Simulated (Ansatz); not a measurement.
# C₁₈Se: nudged elastic band (part 1 of 3)

- system: C₁₈Se (slab, 19 atoms in the cell)
- method: DFT PBEsol, scalar-relativistic, plane waves, PAW, no spin polarisation (Ansatz 0.2.0)

It belongs to a series of runs on one base structure; here: band between the two ends.

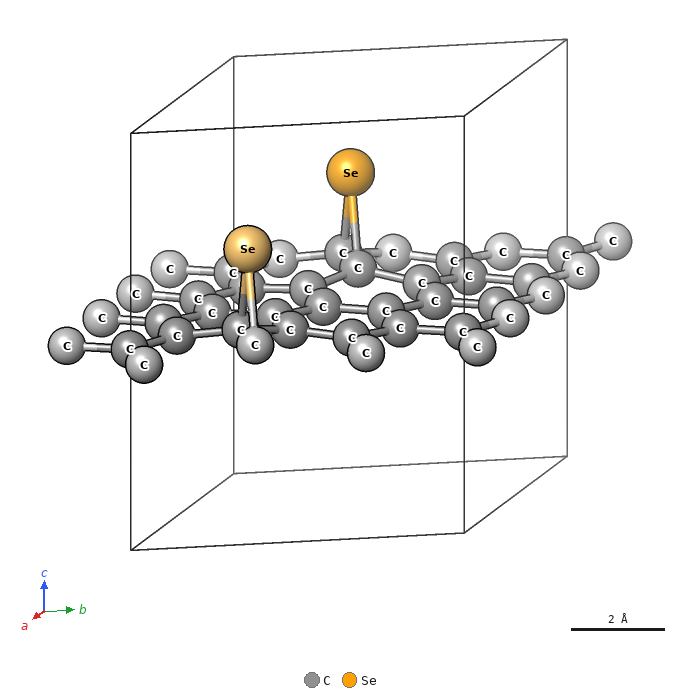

**Figure 1.** The input geometry (ball-and-stick view of the cell of the calculation, with the vacuum cut short, seen slightly off an axis; neighbours outside the cell are drawn fainter). Near neighbours in the crystal (not all of them lie inside the picture): C has 3 C at 1.40 to 1.46 Å; C has 3 C at 1.46 to 1.47 Å and 1 Se at 2.10 Å; Se has 2 C at 2.10 Å.

Input file
```yaml
crystal:
  lattice:
    - [7.398, 0.0, 0.0]
    - [-3.699, 6.406856, 0.0]
    - [0.0, 0.0, 11.0]
  atoms:
    - { symbol: C, position: [-0.00501534, -0.00521976, 0.08457638] }
    - { symbol: C, position: [0.22061891, 0.10758509, 0.08461067] }
    - { symbol: C, position: [-0.00698041, 0.32655807, 0.11246598] }
    - { symbol: C, position: [0.22257894, 0.44131702, 0.11249596] }
    - { symbol: C, position: [-0.00501941, 0.66031266, 0.08472289] }
    - { symbol: C, position: [0.22063075, 0.77314047, 0.08477175] }
    - { symbol: C, position: [0.33169206, -0.00410717, 0.0823] }
    - { symbol: C, position: [0.55223306, 0.10615957, 0.08604852] }
    - { symbol: C, position: [0.33102653, 0.32531395, 0.09152881] }
    - { symbol: C, position: [0.55270685, 0.43885849, 0.08648518] }
    - { symbol: C, position: [0.33106772, 0.66584656, 0.09164798] }
    - { symbol: C, position: [0.55267444, 0.77397905, 0.08647108] }
    - { symbol: C, position: [0.66289427, -0.00604459, 0.08639229] }
    - { symbol: C, position: [0.88457707, 0.10208232, 0.09151363] }
    - { symbol: C, position: [0.66292596, 0.32911761, 0.08643377] }
    - { symbol: C, position: [0.88455076, 0.44257956, 0.09159524] }
    - { symbol: C, position: [0.6634018, 0.66175641, 0.08612862] }
    - { symbol: C, position: [0.88393112, 0.77201469, 0.08228496] }
    - { symbol: Se, position: [0.10792201, 0.38376481, 0.29116278] }
basis:
  ecutwfc: 420.0
kpoints:
  mp_grid: { grid: [2, 2, 1] }
hamiltonian:
  xc: pbesol
scf:
  occupations: { method: gaussian, width: 0.02 }
  lower_state_search: "off"
neb:
  images: 5
  f_tol: 0.03
  initial_path: idpp
  max_iterations: 48
  spring: 2.0
  final_atoms:
    - { symbol: C, position: [0.0032662, 0.00641041, 0.08626386] }
    - { symbol: C, position: [0.22622642, 0.11906881, 0.08502523] }
    - { symbol: C, position: [0.00368635, 0.34070603, 0.10678283] }
    - { symbol: C, position: [0.22969815, 0.45433065, 0.09412226] }
    - { symbol: C, position: [0.00376193, 0.67475289, 0.0863583] }
    - { symbol: C, position: [0.22592659, 0.78518652, 0.08417435] }
    - { symbol: C, position: [0.33719959, 0.00773251, 0.08303355] }
    - { symbol: C, position: [0.55950905, 0.11906881, 0.08502523] }
    - { symbol: C, position: [0.33798518, 0.34074693, 0.08769872] }
    - { symbol: C, position: [0.55946428, 0.4522619, 0.08672053] }
    - { symbol: C, position: [0.33765763, 0.67475289, 0.0863583] }
    - { symbol: C, position: [0.55980067, 0.78540656, 0.08545831] }
    - { symbol: C, position: [0.66981087, 0.00641041, 0.08626386] }
    - { symbol: C, position: [0.89066752, 0.11466837, 0.09296441] }
    - { symbol: C, position: [0.66942841, 0.34074693, 0.08769872] }
    - { symbol: C, position: [0.89129917, 0.45433065, 0.09412226] }
    - { symbol: C, position: [0.67050959, 0.67435251, 0.08722188] }
    - { symbol: C, position: [0.89227255, 0.78540656, 0.08545831] }
    - { symbol: Se, position: [0.00590388, 0.34514109, 0.29652179] }
  order_check: true
```

Hardware: 1 thread of Arm Neoverse V1, 24 GiB of memory available, shared host.

Launched with:
```bash
ansatz run input.yaml --threads 1 --pin off --max-ram 3072MiB --backend cpu --events-out ev --progress --plain --runs-dir out
```

What the program printed
```
Warning: neb: disabling space-group detection — the band's intermediate images generally break the endpoint symmetry, so no spatial operation reduces the k-mesh or symmetrises the density, except that a semilocal band can use its path's symmetry ahead of convergence; time reversal is kept, so that k and −k are solved as one point where they differ and the mesh holds both, and exact exchange and, on two spinor components, a DFT+U term hold to it where the run has them: on two components no moment then forms, and a state that bears one, which a typed moment (crystal.atoms[].spin; refused beside efield: under a hybrid functional) reaches, can lie lower, under hf by electronvolts; crystal.symmetry.detect: false (a key that needs symmetry detection or time reversal refuses this as the deck is read) with time_reversal: false beside it drops time reversal too
Engine: ansatz 0.2.0, aarch64-unknown-linux-gnu
Pseudopotentials: kind: paw
Pseudopotential: C, paw, valence charge 4, recommended cutoff 420 eV (normal), C.paw.azcp
Pseudopotential: Se, paw, valence charge 16, recommended cutoff 420 eV (normal), Se.paw.azcp
Functional definition: PBEsol
  exchange = pbesol_x
  correlation = pbesol_c
NEB image 0
Crystal: 19 atoms, lattice volume = 521.377 Å³
Basis set: ecut = 420 eV, 10225 PW (Γ), exchange–correlation on 100×100×150 points (8 copies of the dense FFT grid, shifted against one another)
Bands: 63, of which v1, the nominal top of the filled ones, is band 44 counted from 1 (43 counted from 0)
Symmetry: 1 space group operations
k-points: 4
Non-local potential: C, projectors of the file, l = 0: 2, l = 1: 2, l = 2: 1
Non-local potential: Se, projectors of the file, l = 0: 2, l = 1: 2, l = 2: 3, l = 3: 1
PAW form: soft (Blöchl's): semilocal exchange-correlation on the pseudo side does not see the compensation charge
PAW frozen core: C, regenerated for the run's functional, and the local potential with it (the file was generated under x = pbe(κ = 0.804, μ = 0.2195149727645171), c = pbe(β = 0.06672455060314922))
PAW frozen core: Se, regenerated for the run's functional, and the local potential with it (the file was generated under x = pbe(κ = 0.804, μ = 0.2195149727645171), c = pbe(β = 0.06672455060314922))
PAW one-centre angular grid: C, 110 points (default); XC on 64 Gauss nodes
PAW one-centre angular grid: Se, 590 points (default); XC on 64 Gauss nodes
Initial density: superposition of atomic densities (neutral atoms: chi_scale 0, normalization atom), corrected by the library's trained network
Initial wavefunctions: pseudopotential atomic-orbital guess
Functional: x = pbesol(κ = 0.804, μ = 0.12345679012345678), c = pbesol(β = 0.046)
SCF iter   1: F=—  HF=-9861.971813 eV  |F-HF|=—  |Δ(HF+E_count)|=         —  Δρ=5.57e-3  dr2=3.15e-1  ethr=1.77e-3  ⟨swp⟩=12.8  Hψ=1643  notcnv=0  defer=22
preconditioner: auto → Resta (q_TF=auto, 2.028 Å⁻¹)  ε∞=2.1  [insulator: Δε(μ)=0.310 eV  Ē_g=13.891 eV  σ=0.020 eV  W_gap=1.00  n_scr=72 (ndim 8)  ℏωp=14.4 eV  f_vac=0.609  D(μ)=0.00/eV (n_scr^D=0)  ε∞_Penn≈2.1  vacuum switching on, ρ_ref=1.4e-2 e/Å³]
SCF iter   2: F=—  HF=-9861.929186 eV  |F-HF|=—  |Δ(HF+E_count)|=   4.26e-2  Δρ=2.60e-3  dr2=6.38e-2  ethr=3.58e-4  ⟨swp⟩=3.0  Hψ=423  notcnv=0  defer=49
SCF iter   3: F=—  HF=-9861.921095 eV  |F-HF|=—  |Δ(HF+E_count)|=   8.09e-3  Δρ=1.28e-3  dr2=6.88e-3  ethr=7.25e-5  ⟨swp⟩=2.2  Hψ=311  notcnv=0  defer=49
SCF iter   4: F=—  HF=-9861.924756 eV  |F-HF|=—  |Δ(HF+E_count)|=   3.66e-3  Δρ=3.97e-4  dr2=1.80e-3  ethr=7.82e-6  ⟨swp⟩=3.5  Hψ=446  notcnv=0  defer=49
SCF iter   5: F=—  HF=-9861.924944 eV  |F-HF|=—  |Δ(HF+E_count)|=   1.89e-4  Δρ=1.12e-4  dr2=5.49e-5  ethr=2.05e-6  ⟨swp⟩=3.2  Hψ=328  notcnv=0  defer=49
SCF iter   6: F=—  HF=-9861.924744 eV  |F-HF|=—  |Δ(HF+E_count)|=   2.00e-4  Δρ=3.63e-5  dr2=9.20e-6  ethr=6.24e-8  ⟨swp⟩=2.8  Hψ=438  notcnv=0  defer=49
SCF iter   7: F=—  HF=-9861.924745 eV  |F-HF|=—  |Δ(HF+E_count)|=   1.22e-6  Δρ=1.39e-5  dr2=9.26e-7  ethr=1.05e-8  ⟨swp⟩=2.0  Hψ=322  notcnv=0  defer=49
SCF iter   8: F=—  HF=-9861.924746 eV  |F-HF|=—  |Δ(HF+E_count)|=   1.04e-6  Δρ=6.29e-6  dr2=4.06e-7  ethr=1.05e-9  ⟨swp⟩=2.0  Hψ=379  notcnv=0  defer=49
SCF iter   9: F=-9861.924746 eV  HF=-9861.924746 eV  |F-HF|=7.13e-10  |Δ(HF+E_count)|=   4.54e-8  Δρ=1.59e-6  dr2=1.62e-8  ethr=1.14e-10  ⟨swp⟩=3.0  Hψ=922  notcnv=0
SCF 1 converged in 9 iterations: F = -9861.924746 eV  dr2 = 1.62e-8
  greatest PAW one-centre occupation: 1.000 electrons in one spin orbital (limit 2), on the Se atom at site 18 (counted from 0), in its partial waves of l = 2
NSCF: frozen V_eff on 4 k-points
NEB image 6
SCF iter   1: F=—  HF=-9861.852579 eV  |F-HF|=—  |Δ(HF+E_count)|=         —  Δρ=9.38e-3  dr2=8.70e-1  ethr=1.77e-3  ⟨swp⟩=11.8  Hψ=1587  notcnv=0  defer=26
preconditioner: auto → Resta (q_TF=auto, 2.028 Å⁻¹)  ε∞=2.1  [insulator: Δε(μ)=0.172 eV  Ē_g=13.898 eV  σ=0.020 eV  W_gap=1.00  n_scr=72 (ndim 8)  ℏωp=14.4 eV  f_vac=0.606  D(μ)=0.00/eV (n_scr^D=0)  ε∞_Penn≈2.1  vacuum switching on, ρ_ref=1.4e-2 e/Å³]
SCF iter   2: F=—  HF=-9861.764964 eV  |F-HF|=—  |Δ(HF+E_count)|=   8.76e-2  Δρ=5.71e-3  dr2=6.00e-1  ethr=9.89e-4  ⟨swp⟩=3.5  Hψ=431  notcnv=0  defer=48
SCF iter   3: F=—  HF=-9861.696367 eV  |F-HF|=—  |Δ(HF+E_count)|=   6.86e-2  Δρ=2.70e-3  dr2=6.40e-2  ethr=6.82e-4  ⟨swp⟩=2.0  Hψ=319  notcnv=0  defer=48
SCF iter   4: F=—  HF=-9861.689950 eV  |F-HF|=—  |Δ(HF+E_count)|=   6.42e-3  Δρ=1.10e-3  dr2=4.84e-3  ethr=7.27e-5  ⟨swp⟩=2.5  Hψ=284  notcnv=0  defer=47
SCF iter   5: F=—  HF=-9861.691788 eV  |F-HF|=—  |Δ(HF+E_count)|=   1.84e-3  Δρ=2.50e-4  dr2=7.65e-4  ethr=5.50e-6  ⟨swp⟩=2.5  Hψ=362  notcnv=0  defer=47
SCF iter   6: F=—  HF=-9861.691892 eV  |F-HF|=—  |Δ(HF+E_count)|=   1.04e-4  Δρ=8.83e-5  dr2=4.43e-5  ethr=8.69e-7  ⟨swp⟩=3.2  Hψ=375  notcnv=0  defer=47
SCF iter   7: F=—  HF=-9861.691661 eV  |F-HF|=—  |Δ(HF+E_count)|=   2.32e-4  Δρ=3.11e-5  dr2=1.36e-5  ethr=5.04e-8  ⟨swp⟩=2.0  Hψ=314  notcnv=0  defer=47
SCF iter   8: F=—  HF=-9861.691662 eV  |F-HF|=—  |Δ(HF+E_count)|=   1.32e-6  Δρ=9.62e-6  dr2=1.06e-6  ethr=1.54e-8  ⟨swp⟩=3.0  Hψ=354  notcnv=0  defer=47
SCF iter   9: F=-9861.691662 eV  HF=-9861.691662 eV  |F-HF|=7.84e-9  |Δ(HF+E_count)|=   1.09e-7  Δρ=3.54e-6  dr2=8.29e-8  ethr=1.14e-10  ⟨swp⟩=4.0  Hψ=939  notcnv=0
SCF 2 converged in 9 iterations: F = -9861.691662 eV  dr2 = 8.29e-8
NSCF: frozen V_eff on 4 k-points
NEB end point (image 0): max|allowed force component| = 1.742e-2 eV/Å (the criterion of neb.relax_end_points is 1.000e-2)
NEB end point (image 6): max|allowed force component| = 2.557e-3 eV/Å (the criterion of neb.relax_end_points is 1.000e-2)
NEB image 1
SCF iter   1: F=—  HF=-9861.934117 eV  |F-HF|=—  |Δ(HF+E_count)|=         —  Δρ=5.99e-3  dr2=3.80e-1  ethr=1.77e-3  ⟨swp⟩=12.2  Hψ=1634  notcnv=0  defer=22
preconditioner: auto → Resta (q_TF=auto, 2.028 Å⁻¹)  ε∞=2.1  [insulator: Δε(μ)=0.270 eV  Ē_g=13.882 eV  σ=0.020 eV  W_gap=1.00  n_scr=72 (ndim 8)  ℏωp=14.4 eV  f_vac=0.608  D(μ)=0.00/eV (n_scr^D=0)  ε∞_Penn≈2.1  vacuum switching on, ρ_ref=1.4e-2 e/Å³]
SCF iter   2: F=—  HF=-9861.884334 eV  |F-HF|=—  |Δ(HF+E_count)|=   4.98e-2  Δρ=2.97e-3  dr2=9.98e-2  ethr=4.32e-4  ⟨swp⟩=3.0  Hψ=416  notcnv=0  defer=53
SCF iter   3: F=—  HF=-9861.870090 eV  |F-HF|=—  |Δ(HF+E_count)|=   1.42e-2  Δρ=1.43e-3  dr2=9.23e-3  ethr=1.13e-4  ⟨swp⟩=2.0  Hψ=288  notcnv=0  defer=53
SCF iter   4: F=—  HF=-9861.873716 eV  |F-HF|=—  |Δ(HF+E_count)|=   3.63e-3  Δρ=4.70e-4  dr2=2.45e-3  ethr=1.05e-5  ⟨swp⟩=2.5  Hψ=436  notcnv=0  defer=53
SCF iter   5: F=—  HF=-9861.873949 eV  |F-HF|=—  |Δ(HF+E_count)|=   2.33e-4  Δρ=1.30e-4  dr2=8.22e-5  ethr=2.79e-6  ⟨swp⟩=2.2  Hψ=303  notcnv=0  defer=53
[...]
NEB image 2
preconditioner: auto → Resta (q_TF=auto, 2.028 Å⁻¹)  ε∞=2.1  [insulator: Δε(μ)=0.224 eV  Ē_g=13.879 eV  σ=0.020 eV  W_gap=1.00  n_scr=72 (ndim 8)  ℏωp=14.4 eV  f_vac=0.606  D(μ)=0.00/eV (n_scr^D=0)  ε∞_Penn≈2.1  vacuum switching on, ρ_ref=1.4e-2 e/Å³]
NEB image 3
preconditioner: auto → Resta (q_TF=auto, 2.028 Å⁻¹)  ε∞=2.1  [insulator: Δε(μ)=0.176 eV  Ē_g=13.879 eV  σ=0.020 eV  W_gap=1.00  n_scr=72 (ndim 8)  ℏωp=14.4 eV  f_vac=0.606  D(μ)=0.00/eV (n_scr^D=0)  ε∞_Penn≈2.1  vacuum switching on, ρ_ref=1.4e-2 e/Å³]
NEB image 4
preconditioner: auto → Resta (q_TF=auto, 2.028 Å⁻¹)  ε∞=2.1  [insulator: Δε(μ)=0.137 eV  Ē_g=13.881 eV  σ=0.020 eV  W_gap=1.00  n_scr=72 (ndim 8)  ℏωp=14.4 eV  f_vac=0.605  D(μ)=0.00/eV (n_scr^D=0)  ε∞_Penn≈2.1  vacuum switching on, ρ_ref=1.4e-2 e/Å³]
NEB image 5
preconditioner: auto → Resta (q_TF=auto, 2.028 Å⁻¹)  ε∞=2.1  [insulator: Δε(μ)=0.131 eV  Ē_g=13.893 eV  σ=0.020 eV  W_gap=1.00  n_scr=72 (ndim 8)  ℏωp=14.4 eV  f_vac=0.605  D(μ)=0.00/eV (n_scr^D=0)  ε∞_Penn≈2.1  vacuum switching on, ρ_ref=1.4e-2 e/Å³]
NEB iter   1: max|band force component| = 5.049e-1 eV/Å  barrier→ = 0.2390 eV  barrier← = 0.0059 eV  Δτ_max = 0.1916 Å  (66 SCF iters)
NEB image 1
Initial density: handed on by an earlier stage of this run
Initial wavefunctions: those handed on with the density
preconditioner: auto → Resta (q_TF=auto, 2.028 Å⁻¹)  ε∞=2.1  [insulator: Δε(μ)=0.280 eV  Ē_g=13.872 eV  σ=0.020 eV  W_gap=1.00  n_scr=72 (ndim 8)  ℏωp=14.4 eV  f_vac=0.610  D(μ)=0.00/eV (n_scr^D=0)  ε∞_Penn≈2.1  vacuum switching on, ρ_ref=1.4e-2 e/Å³]
NEB image 2
preconditioner: auto → Resta (q_TF=auto, 2.028 Å⁻¹)  ε∞=2.1  [insulator: Δε(μ)=0.254 eV  Ē_g=13.876 eV  σ=0.020 eV  W_gap=1.00  n_scr=72 (ndim 8)  ℏωp=14.4 eV  f_vac=0.609  D(μ)=0.00/eV (n_scr^D=0)  ε∞_Penn≈2.1  vacuum switching on, ρ_ref=1.4e-2 e/Å³]
NEB image 3
preconditioner: auto → Resta (q_TF=auto, 2.028 Å⁻¹)  ε∞=2.1  [insulator: Δε(μ)=0.219 eV  Ē_g=13.879 eV  σ=0.020 eV  W_gap=1.00  n_scr=72 (ndim 8)  ℏωp=14.4 eV  f_vac=0.608  D(μ)=0.00/eV (n_scr^D=0)  ε∞_Penn≈2.1  vacuum switching on, ρ_ref=1.4e-2 e/Å³]
NEB image 4
preconditioner: auto → Resta (q_TF=auto, 2.028 Å⁻¹)  ε∞=2.1  [insulator: Δε(μ)=0.177 eV  Ē_g=13.878 eV  σ=0.020 eV  W_gap=1.00  n_scr=72 (ndim 8)  ℏωp=14.4 eV  f_vac=0.607  D(μ)=0.00/eV (n_scr^D=0)  ε∞_Penn≈2.1  vacuum switching on, ρ_ref=1.4e-2 e/Å³]
NEB image 5
preconditioner: auto → Resta (q_TF=auto, 2.028 Å⁻¹)  ε∞=2.1  [insulator: Δε(μ)=0.127 eV  Ē_g=13.875 eV  σ=0.020 eV  W_gap=1.00  n_scr=72 (ndim 8)  ℏωp=14.4 eV  f_vac=0.607  D(μ)=0.00/eV (n_scr^D=0)  ε∞_Penn≈2.1  vacuum switching on, ρ_ref=1.4e-2 e/Å³]
NEB iter   2: max|band force component| = 2.566e-1 eV/Å  barrier→ = 0.2248 eV  barrier← = -0.0083 eV  CI = image 5  Δτ_max = 0.0567 Å  (42 SCF iters)
[... from here on the SCF iterations and repeated set-up lines of each step are left out, up to the last step ...]
NEB image 1
NEB image 2
NEB image 3
NEB image 4
NEB image 5
NEB iter   3: max|band force component| = 1.247e-1 eV/Å  barrier→ = 0.2305 eV  barrier← = -0.0026 eV  CI = image 5  Δτ_max = 0.0358 Å  (39 SCF iters)
NEB image 1
NEB image 2
NEB image 3
NEB image 4
NEB image 5
NEB iter   4: max|band force component| = 6.505e-2 eV/Å  barrier→ = 0.2322 eV  barrier← = -0.0008 eV  CI = image 5  Δτ_max = 0.0186 Å  (34 SCF iters)
NEB image 1
NEB image 2
NEB image 3
NEB image 4
NEB image 5
NEB iter   5: max|band force component| = 5.659e-2 eV/Å  barrier→ = 0.2330 eV  barrier← = -0.0001 eV  CI = image 5  Δτ_max = 0.0077 Å  (32 SCF iters)
NEB image 1
NEB image 2
NEB image 3
NEB image 4
NEB image 5
NEB iter   6: max|band force component| = 2.392e-2 eV/Å  barrier→ = 0.2330 eV  barrier← = -0.0001 eV  CI = image 5  Δτ_max = 0.0027 Å  (28 SCF iters)
```
